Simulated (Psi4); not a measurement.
# SiH2F2 (SiF2H2): levels of theory compared

Wanted: a comparison of 3 runs (PBE0/def2-SVP, B3LYP/def2-TZVP, A-CCSD(T)/cc-pVDZ-DK) of SiH2F2 (SiF2H2). 

Program for the calculation: Psi4 1.11.

3 further runs of the same task are left out: 3 set aside as unsound or not needed.

## (1) The structure to begin with

SiH2F2 has 5 atoms, charge 0, and is taken as a singlet. SMILES: `[H][Si]([H])(F)F`. The coordinates come from a GFN2-xTB relaxation.

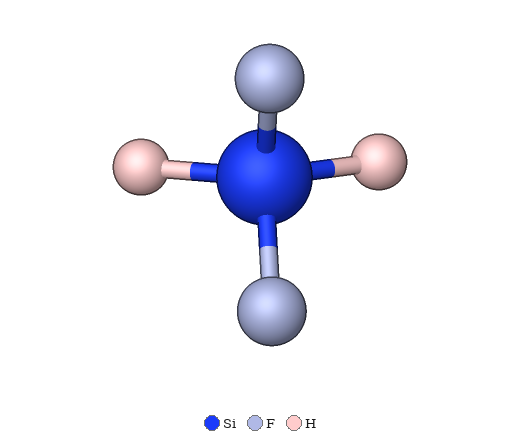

The structure, seen from a chosen angle (silicon blue, fluorine light blue, hydrogen pink).

## (2) The energy at PBE0/def2-SVP (run 1)

job.json

```json
{
  "schema_name": "qcschema_input",
  "schema_version": 1,
  "molecule": {
    "schema_name": "qcschema_molecule",
    "schema_version": 2,
    "symbols": ["Si", "F", "F", "H", "H"],
    "geometry": [-0.17264538, 0.00105825, -0.12149049, 0.01746107, -0.03560244, 2.88466693, 2.71368451, 0.02008779, -0.98216626, -1.28527833, 2.37689752, -0.86084584, -1.27318408, -2.36244111, -0.92014544],
    "molecular_charge": 0,
    "molecular_multiplicity": 1,
    "fix_symmetry": "c1",
    "fix_com": true,
    "fix_orientation": true
  },
  "driver": "energy",
  "model": {
    "method": "pbe0",
    "basis": "def2-SVP"
  },
  "keywords": {
    "puream": true,
    "e_convergence": 1e-09,
    "d_convergence": 1e-08,
    "scf_type": "pk",
    "dft_radial_points": 99,
    "dft_spherical_points": 590,
    "scf_properties": ["DIPOLE", "WIBERG_LOWDIN_INDICES", "MULLIKEN_CHARGES"]
  }
}
```

On the command line:

```
$ psi4 --qcschema job.json -n 1 --memory 1600MB
```

stdout:

```text
[...]
  Running in c1 symmetry.
[...]
  Nuclear repulsion =  119.076698482897328
[...]
  Multiplicity = 1
[...]
  Nalpha       = 17
  Nbeta        = 17
[...]
    Number of basis functions: 56
[...]
   @RKS iter   1:  -489.85298206491541   -3.84098e-01   8.12426e-03 ADIIS/DIIS
[...]
   @RKS iter  10:  -489.91938620652689   -2.84217e-13   1.19092e-09 DIIS
[...]
  @RKS Final Energy:  -489.91938620652689
   => Energetics <=
    Nuclear Repulsion Energy =            119.0766984828973278
    One-Electron Energy =                -917.9339260149633901
    Two-Electron Energy =                 341.0070686096702275
    DFT Exchange-Correlation Energy =     -32.0692272841310526
    Empirical Dispersion Energy =           0.0000000000000000
    VV10 Nonlocal Energy =                  0.0000000000000000
    Total Energy =                       -489.9193862065268945
[...]
 Multipole Moments:
 ------------------------------------------------------------------------------------
     Multipole            Electronic (a.u.)      Nuclear  (a.u.)        Total (a.u.)
 ------------------------------------------------------------------------------------
 L = 1.  Multiply by 2.5417464519 to convert [e a0] to [Debye]
 Dipole X            :        -20.2390958           19.6048125           -0.6342833
 Dipole Y            :          0.1140060           -0.1103599            0.0036461
 Dipole Z            :        -14.0845847           13.6406479           -0.4439368
 Magnitude           :                                                    0.7742147
[...]
```

The result, in JSON:

```text
{
 "driver": "energy",
 "model": {
  "method": "pbe0",
  "basis": "def2-SVP"
 },
 "success": true,
 "return_result": -489.9193862065269,
 "properties": {
  "calcinfo_nbasis": 56,
  "calcinfo_nmo": 56,
  "calcinfo_nalpha": 17,
  "calcinfo_nbeta": 17,
  "calcinfo_natom": 5,
  "nuclear_repulsion_energy": 119.07669848289733,
  "return_energy": -489.9193862065269,
  "scf_one_electron_energy": -917.9339260149634,
  "scf_two_electron_energy": 341.0070686096702,
  "scf_xc_energy": -32.06922728413105,
  "scf_dipole_moment": [-0.6342832677612229, 0.0036460519853540596, -0.4439367888226986],
  "scf_total_energy": -489.9193862065269,
  "scf_iterations": 10
 }
}
```

Wall time 5.1 s (1 thread of Intel Xeon 6975P-C (Granite Rapids), shared host); peak memory 0.63 GiB.

## (3) The energy at B3LYP/def2-TZVP (run 2)

f2h2si.xyz

```xyz
5
F2H2Si
Si    -0.091360     0.000560    -0.064290
F      0.009240    -0.018840     1.526500
F      1.436020     0.010630    -0.519740
H     -0.680140     1.257800    -0.455540
H     -0.673740    -1.250150    -0.486920
```

job.py

```python
import psi4

psi4.set_memory('1600 MB')
psi4.set_num_threads(1)
psi4.set_output_file('psi4.out', False)

with open('f2h2si.xyz') as f:
    atoms = ''.join(f.readlines()[2:])
m = psi4.geometry('0 1\n' + atoms + 'symmetry c1')

psi4.set_options({
    'basis': 'def2-TZVP',
    'puream': True,
    'e_convergence': 1e-09,
    'd_convergence': 1e-08,
    'scf_type': 'pk',
    'dft_radial_points': 99,
    'dft_spherical_points': 590,
})

result, w = psi4.energy('B3LYP', return_wfn=True)
print(f'B3LYP energy: {result:.10f} Eh')
```

On the command line:

```
$ python job.py
```

psi4.out:

```text
[...]
  Running in c1 symmetry.
[...]
  Nuclear repulsion =  119.076698466433129
[...]
  Multiplicity = 1
[...]
  Nalpha       = 17
  Nbeta        = 17
[...]
    Number of basis functions: 111
[...]
   @RKS iter   1:  -490.52980499364008   -3.95102e-01   5.42357e-03 DIIS/ADIIS
[...]
   @RKS iter  10:  -490.63089361587555   -2.78533e-12   2.20834e-09 DIIS
[...]
  @RKS Final Energy:  -490.63089361587555
   => Energetics <=
    Nuclear Repulsion Energy =            119.0766984664331289
    One-Electron Energy =                -918.5631253571756361
    Two-Electron Energy =                 343.3552347796641016
    DFT Exchange-Correlation Energy =     -34.4997015047971871
    Empirical Dispersion Energy =           0.0000000000000000
    VV10 Nonlocal Energy =                  0.0000000000000000
    Total Energy =                       -490.6308936158755500
[...]
 Multipole Moments:
 ------------------------------------------------------------------------------------
     Multipole            Electronic (a.u.)      Nuclear  (a.u.)        Total (a.u.)
 ------------------------------------------------------------------------------------
 L = 1.  Multiply by 2.5417464519 to convert [e a0] to [Debye]
 Dipole X            :          2.0094484           -2.6380780           -0.6286296
 Dipole Y            :         -0.0113412            0.0149484            0.0036071
 Dipole Z            :          1.3972105           -1.8370770           -0.4398665
 Magnitude           :                                                    0.7672488
[...]
```

The script printed:

```text
B3LYP energy: -490.6308936159 Eh
```

Wall time 9.9 s (1 thread of Intel Xeon 6975P-C (Granite Rapids), shared host); peak memory 0.64 GiB.

## (4) A single-point energy at A-CCSD(T)/cc-pVDZ-DK (DKH2) (run 3)

calc.py

```python
import psi4

psi4.set_memory(1600000000)
psi4.set_num_threads(1)
psi4.core.set_output_file('f2h2si.out', False)

molecule = psi4.geometry("""
Si    -0.091360     0.000560    -0.064290
F      0.009240    -0.018840     1.526500
F      1.436020     0.010630    -0.519740
H     -0.680140     1.257800    -0.455540
H     -0.673740    -1.250150    -0.486920
""")

psi4.set_options({
    'basis': 'cc-pVDZ-DK',
    'scf_type': 'pk',
    'freeze_core': True,
    'relativistic': 'dkh',
    'dkh_order': 2,
})

energy_value, wavefunction = psi4.energy("a-ccsd(t)", molecule=molecule, return_wfn=True)
print('E =', round(energy_value, 9))
```

On the command line:

```
$ python calc.py
```

f2h2si.out:

```text
[...]
  Running in c1 symmetry.
[...]
  Nuclear repulsion =  119.076698466433129
[...]
  Multiplicity = 1
[...]
  Nalpha       = 17
  Nbeta        = 17
[...]
    Number of basis functions: 56
[...]
   @RHF iter   1:  -489.79884508504853   -7.44007e-01   7.01278e-03 DIIS/ADIIS
[...]
   @RHF iter   9:  -489.86016205698309   -6.99174e-12   7.31927e-09 DIIS
[...]
  @RHF Final Energy:  -489.86016205698309
   => Energetics <=
    Nuclear Repulsion Energy =            119.0766984664331289
    One-Electron Energy =                -919.0126646764858833
    Two-Electron Energy =                 310.0758041530697255
    Total Energy =                       -489.8601620569830857
[...]
 Multipole Moments:
 ------------------------------------------------------------------------------------
     Multipole            Electronic (a.u.)      Nuclear  (a.u.)        Total (a.u.)
 ------------------------------------------------------------------------------------
 L = 1.  Multiply by 2.5417464519 to convert [e a0] to [Debye]
 Dipole X            :          1.8564000           -2.6380780           -0.7816780
 Dipole Y            :         -0.0104909            0.0149484            0.0044575
 Dipole Z            :          1.2902461           -1.8370770           -0.5468310
 Magnitude           :                                                    0.9539730
[...]
      * MP2 total energy                      = -490.332940176897466
[...]
      * CCSD total energy                     = -490.350839161208341
[...]
      * CCSD(aT) total energy                  = -490.358341695539480
```

On the terminal:

```text
E = -490.358341696
```

Run time: 7.8 s. Hardware: 1 thread of Intel Xeon 6975P-C (Granite Rapids), shared host; peak memory 0.29 GiB.

## (5) Overview of the runs

```csv
run,level,frozen core orbitals,integration grid,energy (Eh),dipole moment (D),HOMO energy (eV),LUMO energy (eV),wall time
1,PBE0/def2-SVP,0,99 radial × 590 angular,-489.919386,1.97,-10.00,0.67,5.1 s
2,B3LYP/def2-TZVP,0,99 radial × 590 angular,-490.630894,1.95,-9.92,-0.20,9.9 s
3,A-CCSD(T)/cc-pVDZ-DK (DKH2),7,–,-490.358342,–,-13.95,3.96,7.8 s
```

## (6) Results

| quantity | value |
| --- | --- |
| run 3: total energy | -490.35834 Eh |
| run 3: HOMO energy (Hartree–Fock orbitals) | -13.95 eV |
| run 3: LUMO energy (Hartree–Fock orbitals) | 3.96 eV |
| run 3: HOMO–LUMO gap (Hartree–Fock orbitals) | 17.90 eV |
| run 3: correlation energy (7 core orbitals frozen) | -498.2 mEh |
| run 3: T1 diagnostic | 0.012 |

What this shows: Totals of different functionals can't be ranked against each other. Some runs of one species differ in core potentials or relativity; totals across that change don't compare. All runs together took 23 s, the longest 9.9 s.
